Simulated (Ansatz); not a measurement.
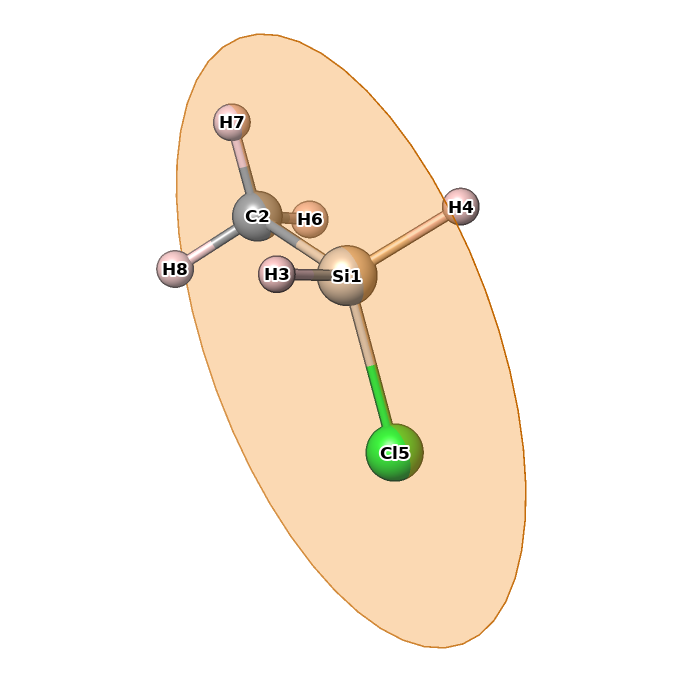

A disc through the centre of mass is drawn in. Atoms fade into the background with distance from the viewer. The computed structure is the end point of a PBE0-D4/def2-TZVP optimisation.

Q: Is the plane of the disc a mirror plane of the structure?

A: Yes. The reflection leaves Si1, C2, Cl5, H7 in place and moves H3 ↔ H4; H6 ↔ H8. The point group is Cs.
